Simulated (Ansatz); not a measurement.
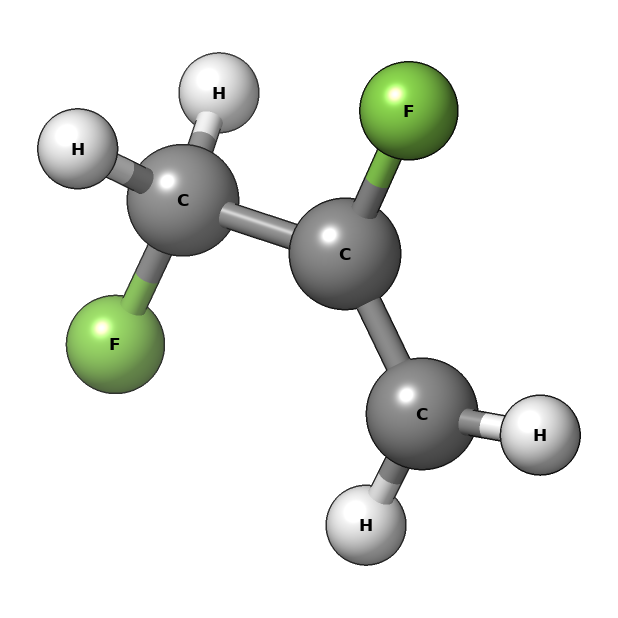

What does the picture show?

Formula C₃H₄F₂. As SMILES it reads `C=C(F)CF`. It has no ring. Among its groups: alkene, C–F bond. This geometry has Cs symmetry. Coordination: 2 C trigonal planar; 1 C tetrahedral.

More results for the same structure follow; atom numbers are the same in all pictures, views and colours differ. The geometry was computed by an optimisation with PBE0-D4/def2-TZVP. No frequency run is at hand to confirm it as a minimum.

## Electronic properties

No frequency run is at hand to confirm it as a minimum. Method: RKS r2SCAN-D4/def2-TZVPP (Ansatz 0.2.0).

**What is the dispersion correction?**

−3.2 kJ/mol.

## Dipole moment

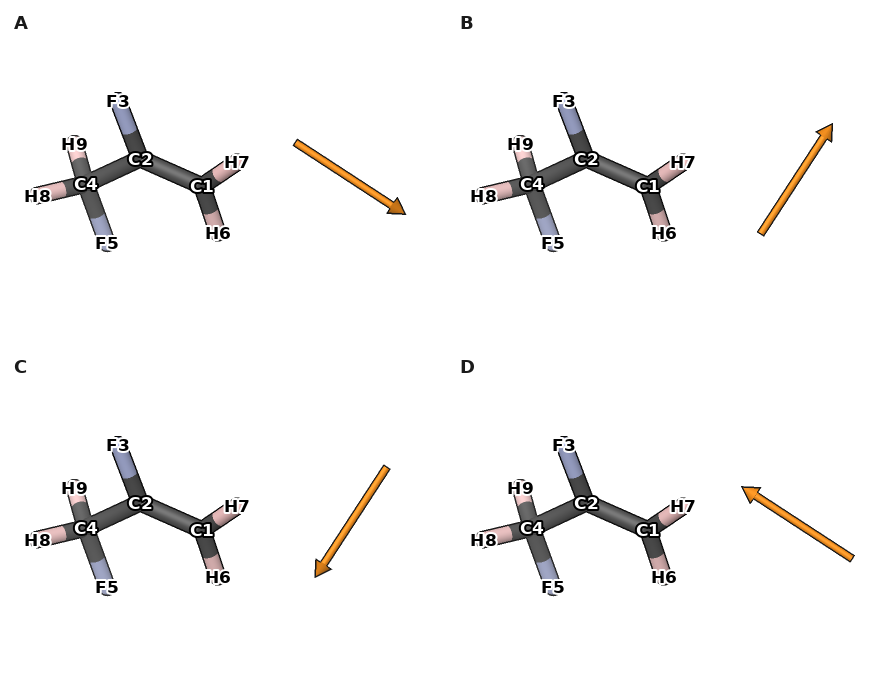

The same molecule four times, each with an arrow. No frequency run is at hand to confirm it as a minimum. Method: RKS PBE0-D4/def2-TZVP (Ansatz 0.2.0).

**Which arrow points along the dipole moment, from the negative to the positive end?**

D. The dipole moment is 0.36 D; it points from the side of H6 to the side of H8, H9 (the outermost atoms at the two ends).

## Charges

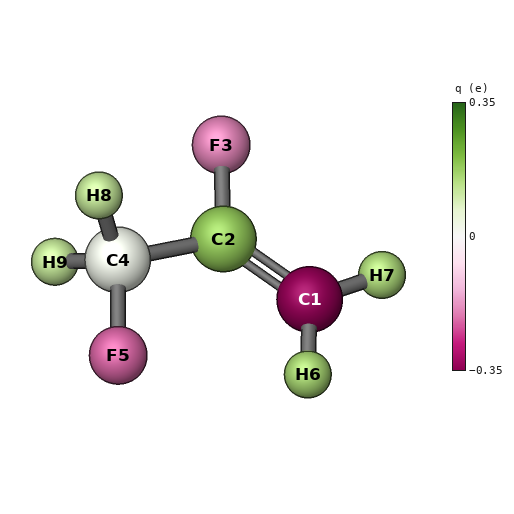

Atoms are coloured by their Mulliken charges. No frequency run is at hand to confirm it as a minimum. Method: RKS PBE0-D4/def2-TZVP (Ansatz 0.2.0).

List the Mulliken charges.

| atom | value (e) |
| --- | --- |
| C1 | −0.34 |
| C2 | 0.18 |
| F3 | −0.19 |
| C4 | 0.02 |
| F5 | −0.22 |
| H6 | 0.16 |
| H7 | 0.15 |
| H8 | 0.12 |
| H9 | 0.12 |

Mulliken values depend strongly on the basis set and can even reverse the polarity of a bond.
